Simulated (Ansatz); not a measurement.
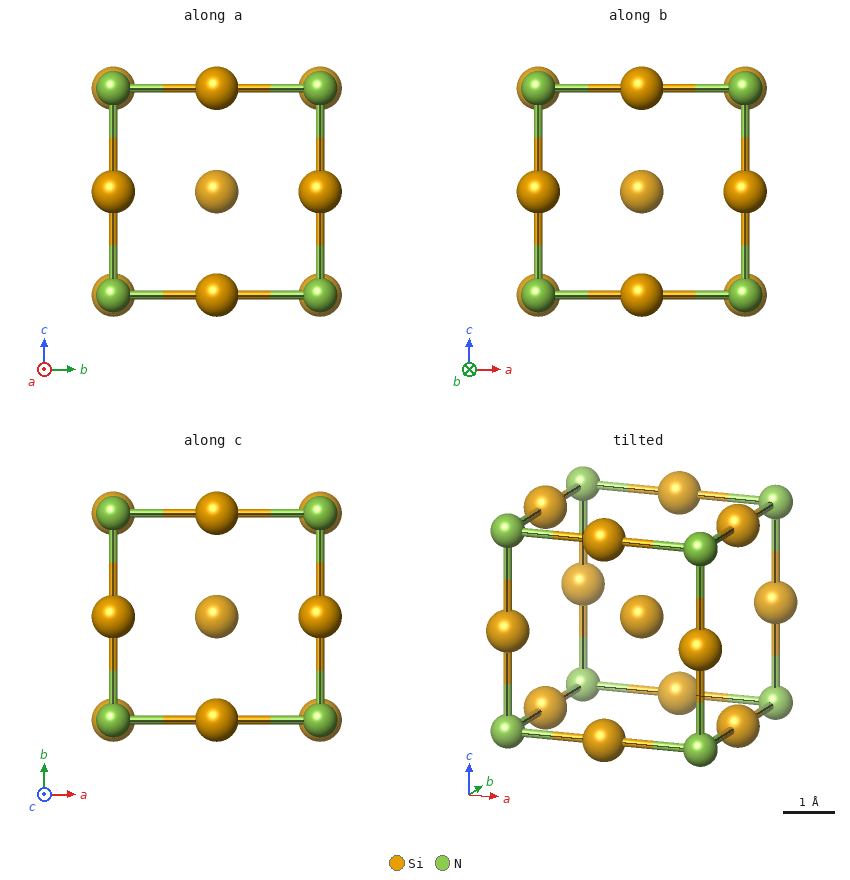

A ball-and-stick rendering, viewed along the a axis, along the b axis, along the c axis and slightly off an axis. The lines enclose the conventional unit cell; boundary atoms appear with their images.

Lattice parameters: a = 4.1131 Å, b = 4.1131 Å, c = 4.1131 Å, α = 90.000°, β = 90.000°, γ = 90.000°.

**Convert the drawing into a CIF in P1 with every atom of the cell.**

```cif
data_structure
_symmetry_space_group_name_H-M 'P 1'
_symmetry_Int_Tables_number 1
_cell_length_a 4.1131
_cell_length_b 4.1131
_cell_length_c 4.1131
_cell_angle_alpha 90.000
_cell_angle_beta 90.000
_cell_angle_gamma 90.000
_cell_volume 69.58
loop_
_atom_site_label
_atom_site_type_symbol
_atom_site_fract_x
_atom_site_fract_y
_atom_site_fract_z
_atom_site_occupancy
Si1 Si 0.5000 0.0000 0.0000 1
Si2 Si 0.0000 0.5000 0.0000 1
Si3 Si 0.0000 0.0000 0.5000 1
Si4 Si 0.5000 0.5000 0.5000 1
N1 N 0.0000 0.0000 0.0000 1
```

The starting point was a structure type filled with these elements by a generator (whether the compound takes this form wasn't checked). Earlier steps of the study may have refined or changed the cell and positions. A calculation with Ansatz used it as input.
